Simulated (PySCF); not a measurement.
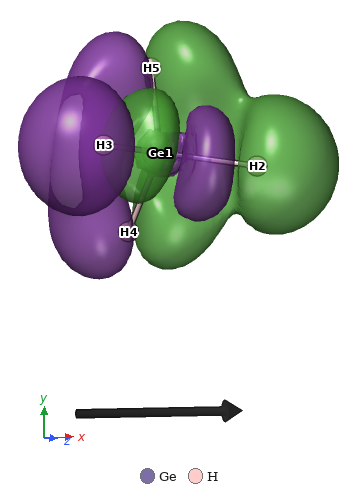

*GeH4, SMILES `[GeH4]`. Change of the electron density in a uniform field of 0.21 V/Å along +x (arrow), surfaces at ±0.001 e/Å³ (purple: gain, green: loss).*

Computed with PySCF, B3LYP/def2-SVPD, geometry: GFN2-xTB. No frequency check shows the geometry to be a minimum. GFN2-xTB bond lengths at metals and heavier atoms can be off by up to 0.1 Å and shapes distorted, which carries into these values.

Geometry (Å), atoms numbered from 1:

```
Ge1      0.0000    0.0000    0.0000
H2       1.1979   -0.1755    0.8557
H3      -1.1979    0.1755    0.8557
H4      -0.1756   -1.1976   -0.8560
H5       0.1756    1.1977   -0.8560
```

Q: What dipole is induced, and what polarisability does it imply?

A: The induced dipole is 0.34 D (along the field); α along this axis, from the fields in both directions, is 33 bohr³ (4.9 Å³).

Q: Which atoms gain and lose the most charge?

A: Electrons gather most on H3 (Hirshfeld charge changes by −0.010 e) and leave H2 most (+0.010 e); 0.032 electrons are displaced in all.
